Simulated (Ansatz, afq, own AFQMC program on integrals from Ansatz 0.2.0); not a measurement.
**CH4ClOSn (doublet): AFQMC on the coupled-cluster ladder as a fragment species, def2-SVP**

How near does AFQMC come to the top of the ladder for CH4ClOSn (doublet)?

Program: Ansatz 0.2.0, Gaussian basis, and an in-house AFQMC program (afq) on its integrals; all values are calculated. Level of theory: def2-SVP, frozen cores. These are calculated values, not measurements.

The runs, in order: PBE (unrestricted); CCSD(T) on UHF; r2SCAN (unrestricted); PBE0 (unrestricted); B3LYP (unrestricted); CCSD(T) on UHF; wB97M-V (unrestricted); B2PLYP (unrestricted); CCSD(T) on UHF; Phaseless AFQMC, CISD trial on UHF.

1 further run of the same task is left out (it didn't finish).

## Step 1: The geometry

The geometry is a PBE0/def2-SVP stationary point (not a proven minimum). No spin-orbit coupling is included. Elements past krypton take def2 core potentials.

8 atoms, charge 0, spin multiplicity 2.

Atoms are counted from 1 here; the program's logs count them from 0.

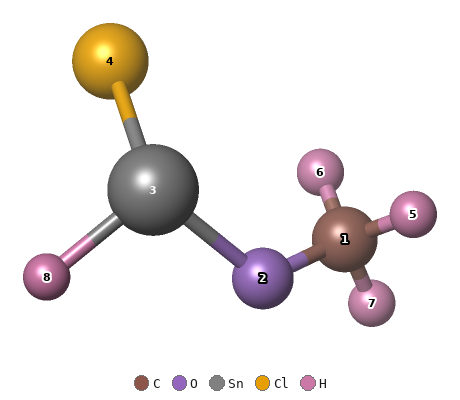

The geometry (carbon brown, oxygen purple, tin grey, chlorine amber, hydrogen pink); atoms are numbered from 1 in the order of the file.

## Step 2: PBE (unrestricted)

in.yaml

```yaml
crystal:
  periodic: [false, false, false]
  atoms:
    - {symbol: C, position_ang: [-1.416392, -0.212398, 0.128535]}
    - {symbol: O, position_ang: [-0.268610, -0.737468, -0.472572]}
    - {symbol: Sn, position_ang: [1.564129, 0.023894, -0.280259]}
    - {symbol: Cl, position_ang: [1.692283, 0.626355, 2.023153]}
    - {symbol: H, position_ang: [-1.866602, 0.600274, -0.472505]}
    - {symbol: H, position_ang: [-1.233132, 0.173029, 1.148574]}
    - {symbol: H, position_ang: [-2.167410, -1.018240, 0.202454]}
    - {symbol: H, position_ang: [2.574934, -1.383146, -0.511681]}
basis:
  gaussian: {orbitals: def2-SVP}
magnetization: {spin_polarized: true, initial_magnetization: 1}
hamiltonian: {xc: {name: PBE}}
output: {orbitals: {seedname: orbitals}}
```

On the command line:

```bash
$ ansatz run in.yaml --threads 1 --pin off --events-out ev --progress --plain --max-ram 5632MiB --backend cpu
```

The program printed:

```text
Functional definition: PBE
  name "PBE"
  cite "Perdew, Burke & Ernzerhof, Phys. Rev. Lett. 77, 3865 (1996) doi:10.1103/PhysRevLett.77.3865"
  parent pbe
  parameter kappa = 0.804
  parameter beta = 0.06672455060314922
  exchange = pbe_x(kappa = kappa, mu = beta*pi^2/3)
  correlation = pbe_c(beta = beta)
1019 factors; their error is unknown
mean field evaluation 1: about -21480.4538 eV, gradient 4.1e1 eV
mean field evaluation 2: about -21348.6487 eV, gradient 1.5e2 eV
mean field evaluation 4: about -21486.7756 eV, gradient 1.9e1 eV
mean field evaluation 8: about -21488.3894 eV, gradient 1.1e-1 eV
mean field evaluation 16: about -21488.3610 eV, gradient 3.7e-4 eV
mean field -21488.36095476 eV, -789.6826997531 hartree, gradient 4.7e-6 eV, S^2 0.752377; 1 other end points of the search recorded, 0 dependent functions left out
reference -21488.36099151 eV, -789.6827011036 hartree; 29, 28 occupied and 63, 64 virtual orbitals, 1019 factors
Total energy: -21488.36099151 eV, -789.6827011036 hartree
```

It took 3.3 s on 1 thread of AMD EPYC 7R13 (Zen 3), shared host; peak memory 2 GiB.

From the report: ⟨S²⟩ of the determinant 0.752 (pure doublet: 0.75).

## Step 3: CCSD(T) on UHF

in.yaml: that of step 2 with these lines changed.

```diff
@@ -14,3 +14,2 @@
 magnetization: {spin_polarized: true, initial_magnetization: 1}
-hamiltonian: {xc: {name: PBE}}
-output: {orbitals: {seedname: orbitals}}
+correlation: {method: ccsd_t, electrons: outside_noble_gas, hamiltonian_folder: ham}
```

On the command line:

```bash
$ ansatz run in.yaml --threads 1 --pin off --events-out ev --progress --plain --max-ram 16896MiB --backend cuda --devices 0, --max-vram 18GiB
```

The program printed, shortened:

```text
Functional definition: HF
  name "HF"
  cite "Fock, Z. Phys. 61, 126 (1930) doi:10.1007/BF01340294"
  parent pbe
[...]
985 factors; integrals over basis functions are off by at most 1.1e-3 eV
[...]
mean field -21434.05017045 eV, -787.6868152432 hartree, gradient 4.3e-6 eV, S^2 0.764037; 1 other end points of the search recorded, 0 dependent functions left out
determinant -21434.05017045 eV, -787.6868152432 hartree, with singles and doubles -21449.59619861 eV, -788.2581212403 hartree
determinant -21431.46292690 eV, -787.5917357962 hartree, with singles and doubles -21446.47694033 eV, -788.1434906128 hartree
16 core orbitals not correlated: weight in the atoms' cores, before any rotation towards them, 0.854 or more for the frozen orbitals, at most 0.144 for the correlated occupied ones
reference -21434.05017045 eV, -787.6868152432 hartree; 13, 12 occupied and 63, 64 virtual orbitals, 985 factors
second order -14.42583695 eV of doubles, -0.00000000 eV of singles
cycle   1  -15.54677096 eV  change   -7.4e-4 eV  update   2.8e-3
[...]
cycle   9  -15.54795832 eV  change    9.8e-6 eV  update   7.1e-6
perturbative correction -0.40014066 eV, -0.0147048980 hartree
Total energy: -21449.99826944 eV, -788.2728970708 hartree
```

It took 6.5 s on 1 × NVIDIA H100 80GB HBM3 with 1 thread of AMD EPYC 7R13 (Zen 3), shared host; peak host memory 2 GiB.

From the report: ⟨S²⟩ of the determinant 0.764 (pure doublet: 0.75); correlation -15.9481 eV; T1 0.018; largest double amplitude 0.02.

This run also writes the integrals to the folder ham.

## Step 4: r2SCAN (unrestricted)

in.yaml: that of step 3 with these lines changed.

```diff
@@ -14,2 +14,2 @@
 magnetization: {spin_polarized: true, initial_magnetization: 1}
-correlation: {method: ccsd_t, electrons: outside_noble_gas, hamiltonian_folder: ham}
+hamiltonian: {xc: {name: r2SCAN}}
```

On the command line:

```bash
$ ansatz run in.yaml --threads 1 --pin off --events-out ev --progress --plain --max-ram 5632MiB --backend cpu
```

The program printed:

```text
Functional definition: r2SCAN
  name "r2SCAN"
  cite "Furness, Kaplan, Ning, Perdew & Sun, J. Phys. Chem. Lett. 11, 8208 (2020) doi:10.1021/acs.jpclett.0c02405"
  cite "Furness, Kaplan, Ning, Perdew & Sun, J. Phys. Chem. Lett. 11, 9248 (2020) doi:10.1021/acs.jpclett.0c03077"
  parent r2scan
  parameter k0 = 0.174
  parameter k1 = 0.065
  parameter a1 = 4.9479
  exchange = r2scan_x(k0 = k0, k1 = k1, a1 = a1)
  correlation = r2scan_c
1019 factors; their error is unknown
mean field evaluation 1: about -21490.4984 eV, gradient 3.7e1 eV
mean field evaluation 2: about -21395.4311 eV, gradient 1.3e2 eV
mean field evaluation 4: about -21496.2560 eV, gradient 1.3e1 eV
mean field evaluation 8: about -21497.0324 eV, gradient 9.7e-2 eV
mean field evaluation 16: about -21497.0025 eV, gradient 1.3e-4 eV
mean field -21497.00250661 eV, -790.0002709262 hartree, gradient 5.3e-5 eV, S^2 0.755838; 0 other end points of the search recorded, 0 dependent functions left out
reference -21497.00251929 eV, -790.0002713923 hartree; 29, 28 occupied and 63, 64 virtual orbitals, 1019 factors
Total energy: -21497.00251929 eV, -790.0002713923 hartree
```

Run time: 6 s. Hardware: 1 thread of AMD EPYC 7R13 (Zen 3), shared host; peak memory 2 GiB.

From the report: ⟨S²⟩ of the determinant 0.756 (pure doublet: 0.75).

## Step 5: PBE0 (unrestricted)

in.yaml: that of step 4 with these lines changed.

```diff
@@ -14,2 +14,3 @@
 magnetization: {spin_polarized: true, initial_magnetization: 1}
-hamiltonian: {xc: {name: r2SCAN}}
+hamiltonian: {xc: {name: PBE0}}
+output: {orbitals: {seedname: orbitals}}
```

Launched as before.

The program printed:

```text
Functional definition: PBE0
  name "PBE0"
  cite "Adamo & Barone, J. Chem. Phys. 110, 6158 (1999) doi:10.1063/1.478522"
  cite "Perdew, Burke & Ernzerhof, Phys. Rev. Lett. 77, 3865 (1996) doi:10.1103/PhysRevLett.77.3865"
  parent pbe
  parameter a = 0.25
  parameter kappa = 0.804
  parameter beta = 0.06672455060314922
  exchange = (1 - a)*pbe_x(kappa = kappa, mu = beta*pi^2/3) + a*exact_x
  correlation = pbe_c(beta = beta)
985 factors; integrals over basis functions are off by at most 1.1e-3 eV
mean field evaluation 1: about -21484.2689 eV, gradient 3.4e1 eV
mean field evaluation 2: about -21446.3901 eV, gradient 9.5e1 eV
mean field evaluation 4: about -21489.4089 eV, gradient 6.0e0 eV
mean field evaluation 8: about -21489.7332 eV, gradient 4.2e-1 eV
mean field evaluation 16: about -21489.7345 eV, gradient 7.8e-4 eV
mean field -21489.73451577 eV, -789.7331771893 hartree, gradient 8.3e-5 eV, S^2 0.755449; 0 other end points of the search recorded, 0 dependent functions left out
reference -21489.73454379 eV, -789.7331782190 hartree; 29, 28 occupied and 63, 64 virtual orbitals, 985 factors
Total energy: -21489.73454379 eV, -789.7331782190 hartree
```

Run time: 4.5 s. Hardware: 1 thread of AMD EPYC 7R13 (Zen 3), shared host; peak memory 2 GiB.

From the report: ⟨S²⟩ of the determinant 0.755 (pure doublet: 0.75).

## Step 6: B3LYP (unrestricted)

in.yaml: that of step 5 with these lines changed.

```diff
@@ -14,3 +14,2 @@
 magnetization: {spin_polarized: true, initial_magnetization: 1}
-hamiltonian: {xc: {name: PBE0}}
-output: {orbitals: {seedname: orbitals}}
+hamiltonian: {xc: {name: B3LYP}}
```

Launched as before.

The program printed, shortened:

```text
Functional definition: B3LYP
  name "B3LYP"
  cite "Stephens, Devlin, Chabalowski & Frisch, J. Phys. Chem. 98, 11623 (1994) doi:10.1021/j100096a001"
  cite "Becke, Phys. Rev. A 38, 3098 (1988) doi:10.1103/PhysRevA.38.3098"
  cite "Lee, Yang & Parr, Phys. Rev. B 37, 785 (1988) doi:10.1103/PhysRevB.37.785"
  cite "Vosko, Wilk & Nusair, Can. J. Phys. 58, 1200 (1980) doi:10.1139/p80-159"
[...]
985 factors; integrals over basis functions are off by at most 1.1e-3 eV
[...]
mean field -21499.64738754 eV, -790.0974685078 hartree, gradient 2.7e-5 eV, S^2 0.754960; 0 other end points of the search recorded, 0 dependent functions left out
reference -21499.64763085 eV, -790.0974774491 hartree; 29, 28 occupied and 63, 64 virtual orbitals, 985 factors
Total energy: -21499.64763085 eV, -790.0974774491 hartree
```

Wall time 4.2 s (1 thread of AMD EPYC 7R13 (Zen 3), shared host); peak memory 2 GiB.

From the report: ⟨S²⟩ of the determinant 0.755 (pure doublet: 0.75).

## Step 7: CCSD(T) on UHF

in.yaml: that of step 6 with these lines changed.

```diff
@@ -12,4 +12,4 @@
 basis:
-  gaussian: {orbitals: def2-SVP}
+  gaussian: {orbitals: def2-TZVPP}
 magnetization: {spin_polarized: true, initial_magnetization: 1}
-hamiltonian: {xc: {name: B3LYP}}
+correlation: {method: ccsd_t, electrons: outside_noble_gas}
```

On the command line:

```bash
$ ansatz run in.yaml --threads 1 --pin off --events-out ev --progress --plain --max-ram 16896MiB --backend cuda --devices 0, --max-vram 18GiB
```

The program printed, shortened:

```text
Functional definition: HF
  name "HF"
  cite "Fock, Z. Phys. 61, 126 (1930) doi:10.1007/BF01340294"
  parent pbe
[...]
1418 factors; integrals over basis functions are off by at most 9.6e-4 eV
[...]
mean field -21442.44521171 eV, -787.9953273190 hartree, gradient 6.6e-6 eV, S^2 0.765231; 1 other end points of the search recorded, 0 dependent functions left out
determinant -21442.44521171 eV, -787.9953273190 hartree, with singles and doubles -21462.45972279 eV, -788.7308470350 hartree
determinant -21439.92155926 eV, -787.9025848021 hartree, with singles and doubles -21459.36468585 eV, -788.6171065252 hartree
16 core orbitals not correlated: weight in the atoms' cores, before any rotation towards them, 0.767 or more for the frozen orbitals, at most 0.231 for the correlated occupied ones
reference -21442.44521171 eV, -787.9953273190 hartree; 13, 12 occupied and 181, 182 virtual orbitals, 1418 factors
second order -18.83297883 eV of doubles, -0.00000000 eV of singles
cycle   1  -19.82412756 eV  change    -1.3e0 eV  update   2.7e-2
[...]
cycle  10  -19.86742560 eV  change    2.6e-5 eV  update   2.7e-5
perturbative correction -0.79936895 eV, -0.0293762671 hartree
Total energy: -21463.11200626 eV, -788.7548180102 hartree
```

Run time: 15 s. Hardware: 1 × NVIDIA H100 80GB HBM3 with 1 thread of AMD EPYC 7R13 (Zen 3), shared host; peak host memory 2 GiB.

From the report: ⟨S²⟩ of the determinant 0.765 (pure doublet: 0.75); correlation -20.6668 eV; T1 0.016; largest double amplitude 0.02.

## Step 8: wB97M-V (unrestricted)

in.yaml: that of step 7 with these lines changed.

```diff
@@ -12,4 +12,5 @@
 basis:
-  gaussian: {orbitals: def2-TZVPP}
+  gaussian: {orbitals: def2-SVP}
 magnetization: {spin_polarized: true, initial_magnetization: 1}
-correlation: {method: ccsd_t, electrons: outside_noble_gas}
+hamiltonian: {xc: {name: wB97M-V}}
+output: {orbitals: {seedname: orbitals}}
```

On the command line:

```bash
$ ansatz run in.yaml --threads 1 --pin off --events-out ev --progress --plain --max-ram 5632MiB --backend cpu
```

The program printed, shortened:

```text
Functional definition: wB97M-V
  name "wB97M-V"
  cite "Mardirossian & Head-Gordon, J. Chem. Phys. 144, 214110 (2016) doi:10.1063/1.4952647"
  cite "Becke, J. Chem. Phys. 107, 8554 (1997) doi:10.1063/1.475007"
  cite "Vydrov & Van Voorhis, J. Chem. Phys. 133, 244103 (2010) doi:10.1063/1.3521275"
  # Of w^i u^j: cxij and so on, Table III.
[...]
  gx(w, u) = 1 - cx + cx01*u + cx10*w
  gss(w, u) = css00 + css04*u^4 + css10*w + css20*w^2 + css43*w^4*u^3
  gos(w, u) = cos00 + cos10*w + (cos20 + cos21*u)*w^2 + (cos60 + cos61*u)*w^6
[...]
      + integral(e_c_pw_mod_opposite_spin*gos(b97_w_opposite, b97_u_opposite)) + vv10(b, c)
985 factors; integrals over basis functions are off by at most 1.1e-3 eV
245 factors; integrals over basis functions are off by at most 7.6e-6 eV
[...]
mean field -21493.84873423 eV, -789.8843719291 hartree, gradient 7.1e-5 eV, S^2 0.756097; 0 other end points of the search recorded, 0 dependent functions left out
reference -21493.84877708 eV, -789.8843735039 hartree; 29, 28 occupied and 63, 64 virtual orbitals, 985 factors
Total energy: -21493.84877708 eV, -789.8843735039 hartree
```

Run time: 17 s. Hardware: 1 thread of AMD EPYC 7R13 (Zen 3), shared host; peak memory 2 GiB.

From the report: ⟨S²⟩ of the determinant 0.756 (pure doublet: 0.75).

## Step 9: B2PLYP (unrestricted)

in.yaml: that of step 8 with these lines changed.

```diff
@@ -14,3 +14,3 @@
 magnetization: {spin_polarized: true, initial_magnetization: 1}
-hamiltonian: {xc: {name: wB97M-V}}
-output: {orbitals: {seedname: orbitals}}
+hamiltonian: {xc: {name: B2PLYP}}
+correlation: {electrons: outside_noble_gas}
```

The command is unchanged.

The program printed, shortened:

```text
Functional definition: B2PLYP
  name "B2PLYP"
  cite "Grimme, J. Chem. Phys. 124, 034108 (2006) doi:10.1063/1.2148954"
  cite "Becke, Phys. Rev. A 38, 3098 (1988) doi:10.1103/PhysRevA.38.3098"
  cite "Lee, Yang & Parr, Phys. Rev. B 37, 785 (1988) doi:10.1103/PhysRevB.37.785"
[...]
985 factors; integrals over basis functions are off by at most 1.1e-3 eV
[...]
mean field -21477.48046369 eV, -789.2828490814 hartree, gradient 5.8e-6 eV, S^2 0.760239; 0 other end points of the search recorded, 0 dependent functions left out
16 core orbitals not correlated: weight in the atoms' cores, before any rotation towards them, 0.873 or more for the frozen orbitals, at most 0.124 for the correlated occupied ones
reference -21477.48061899 eV, -789.2828547887 hartree; 13, 12 occupied and 63, 64 virtual orbitals, 985 factors
second order -17.91101130 eV of doubles, -0.00000000 eV of singles
Total energy: -21482.31659204 eV, -789.4605735204 hartree
```

It took 5.5 s on 1 thread of AMD EPYC 7R13 (Zen 3), shared host; peak memory 2 GiB.

From the report: ⟨S²⟩ of the determinant 0.760 (pure doublet: 0.75).

## Step 10: CCSD(T) on UHF

in.yaml: that of step 9 with these lines changed.

```diff
@@ -12,5 +12,4 @@
 basis:
-  gaussian: {orbitals: def2-SVP}
+  gaussian: {orbitals: "def2-QZVPP.json"}
 magnetization: {spin_polarized: true, initial_magnetization: 1}
-hamiltonian: {xc: {name: B2PLYP}}
-correlation: {electrons: outside_noble_gas}
+correlation: {method: ccsd_t, electrons: outside_noble_gas}
```

On the command line:

```bash
$ ansatz run in.yaml --threads 1 --pin off --events-out ev --progress --plain --max-ram 16896MiB --backend cuda --devices 0, --max-vram 18GiB
```

The program printed, shortened:

```text
Functional definition: HF
  name "HF"
  cite "Fock, Z. Phys. 61, 126 (1930) doi:10.1007/BF01340294"
  parent pbe
[...]
2345 factors; integrals over basis functions are off by at most 1.0e-3 eV
[...]
mean field -21443.01948684 eV, -788.0164315408 hartree, gradient 2.5e-6 eV, S^2 0.765409; 1 other end points of the search recorded, 0 dependent functions left out
determinant -21443.01948684 eV, -788.0164315408 hartree, with singles and doubles -21464.61908671 eV, -788.8102021954 hartree
determinant -21440.49755199 eV, -787.9237521443 hartree, with singles and doubles -21461.50442992 eV, -788.6957406694 hartree
16 core orbitals not correlated: weight in the atoms' cores, before any rotation towards them, 0.763 or more for the frozen orbitals, at most 0.235 for the correlated occupied ones
reference -21443.01948684 eV, -788.0164315408 hartree; 13, 12 occupied and 357, 358 virtual orbitals, 2345 factors
second order -20.40406628 eV of doubles, -0.00000000 eV of singles
cycle   1  -21.18501843 eV  change    -1.9e0 eV  update   3.1e-2
[...]
cycle  11  -21.25187483 eV  change   -1.3e-5 eV  update   1.4e-5
perturbative correction -0.92710180 eV, -0.0340703627 hartree
Total energy: -21465.19846347 eV, -788.8314938985 hartree
```

Wall time 99 s (1 × NVIDIA H100 80GB HBM3 with 1 thread of AMD EPYC 7R13 (Zen 3), shared host); peak host memory 2.4 GiB.

From the report: ⟨S²⟩ of the determinant 0.765 (pure doublet: 0.75); correlation -22.1790 eV; T1 0.016; largest double amplitude 0.01.

## Step 11: Phaseless AFQMC, CISD trial on UHF

It reads the integrals that the CCSD(T) run on this determinant wrote.

On the command line:

```bash
$ afq ham --method phaseless --trial cisd --walkers 2800 --populations 20 --least-time 60 --time-step 0.005 --steps-per-block 50 --equilibration-blocks 28 --max-blocks 4000 --target-error 0.0003 --factor-cut 1e-05 --start spin_pure --seed 9 --release-times 0.21,0.42,0.63,0.9 --release-step 0.03 --release-every 5 --taylor-order 6
```

The program printed:

```text
orbitals 76  electrons 13 12  factors 649 of 985
reference energy -787.68681524 Eh
CCSD correlation -0.57137747 Eh in 16 cycles, weight of the determinant in the CISD state 0.8073
energy of the start -788.256874 Eh
 block  time / (1/Eh)  mean weight  energy / Eh
     1     0.250  0.9991  -788.239304
     2     0.500  0.9998  -788.248972
     3     0.750  1.0003  -788.256784
     4     1.000  0.9997  -788.264594
     5     1.250  1.0005  -788.266730
     6     1.500  1.0001  -788.268558
     7     1.750  1.0004  -788.272223
     8     2.000  1.0000  -788.274649
     9     2.250  1.0001  -788.272642
    10     2.500  0.9996  -788.272888
    11     2.750  1.0004  -788.273940
    13     3.250  0.9998  -788.281149
    15     3.750  1.0001  -788.274671
    17     4.250  0.9999  -788.275746
    19     4.750  0.9998  -788.275038
    21     5.250  1.0002  -788.273037
    23     5.750  0.9998  -788.274563
    25     6.250  1.0005  -788.275994
    27     6.750  0.9992  -788.274392
    29     7.250  1.0003  -788.273609
    31     7.750  1.0004  -788.273066
    33     8.250  1.0000  -788.274719
    35     8.750  0.9999  -788.274040
    37     9.250  1.0002  -788.274515
    39     9.750  1.0004  -788.273984
    41    10.250  0.9998  -788.271800
    43    10.750  1.0004  -788.276685
    45    11.250  0.9997  -788.273888
    47    11.750  1.0005  -788.274895
    49    12.250  0.9994  -788.273905
    51    12.750  1.0002  -788.270550
    53    13.250  1.0002  -788.273250
    55    13.750  0.9995  -788.276383
    57    14.250  1.0007  -788.274519
    59    14.750  0.9999  -788.274012
    61    15.250  1.0003  -788.273762
    63    15.750  0.9991  -788.273315
    65    16.250  0.9996  -788.274483
    67    16.750  1.0007  -788.272457
    69    17.250  1.0005  -788.272060
    71    17.750  0.9998  -788.272295
    73    18.250  1.0001  -788.274253
    75    18.750  0.9995  -788.274575
    77    19.250  1.0004  -788.276974
    79    19.750  0.9992  -788.276142
    81    20.250  1.0000  -788.273912
    83    20.750  0.9998  -788.272693
    85    21.250  1.0006  -788.275469
    87    21.750  0.9999  -788.275686
    89    22.250  1.0000  -788.275188
    91    22.750  1.0001  -788.273847
    93    23.250  1.0001  -788.275276
    95    23.750  0.9996  -788.274771
    97    24.250  1.0001  -788.275224
    99    24.750  0.9999  -788.277348
   101    25.250  1.0007  -788.274859
   103    25.750  1.0004  -788.273472
   105    26.250  1.0000  -788.273752
   107    26.750  0.9991  -788.275727
   109    27.250  1.0000  -788.275204
   111    27.750  0.9992  -788.276378
   113    28.250  1.0003  -788.273567
   115    28.750  1.0002  -788.276226
   117    29.250  1.0004  -788.273957
   119    29.750  1.0002  -788.273331
error from the spread of 20 populations
released: time / (1/Eh)  energy / Eh  error  mean overlap
  0.21  -788.275013  0.000328  0.9959
  0.42  -788.275092  0.000309  0.9968
  0.63  -788.275677  0.000460  0.9933
  0.90  -788.275536  0.000519  0.9898
energy -788.274555 +/- 0.000280 Eh
```

It took 6.1 min on 1 × NVIDIA H100 80GB HBM3 with 2 threads of AMD EPYC 7R13 (Zen 3), shared host; peak host memory 2 GiB.

Energy -21450.0434 ± 0.0076 eV. Caveats: constraint bias not in the error.

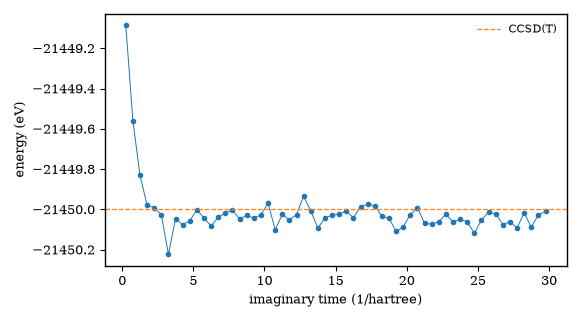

Block energies along the walk.

## Step 12: AFQMC on the ladder

On the UHF determinant, counted from CCSD(T) (a yardstick, not exact):

| level | energy (eV) | from CCSD(T) (meV) | statistical error (meV) | time |
| --- | --- | --- | --- | --- |
| HF | -21434.0502 | +15948.1 |  |  |
| MP2 | -21448.4760 | +1522.3 |  |  |
| CCSD | -21449.5981 | +400.1 |  |  |
| CCSD(T) | -21449.9983 | 0.0 |  |  |
| Phaseless AFQMC, CISD trial, step 0.005, 2800 walkers | -21450.0434 | -45.1 | 7.6 | 6.1 min |

The functionals' totals stand on their own zeros and serve differences with other points: PBE -21488.361 eV; r2SCAN -21497.003 eV; PBE0 -21489.735 eV; B3LYP -21499.648 eV; wB97M-V -21493.849 eV; B2PLYP -21482.317 eV.

## Step 13: Summary of results

```
                                       quantity            value
Phaseless AFQMC, CISD trial on UHF from CCSD(T)  -45.1 ± 7.6 meV
```

In words: On UHF the phaseless walk with the CISD trial lies -45.1 meV from CCSD(T), 6 times its error bar. Error bars are statistical and leave out the constraint, the time step and what remains of the start. Sn carries a core potential, and spin-orbit coupling is left out.
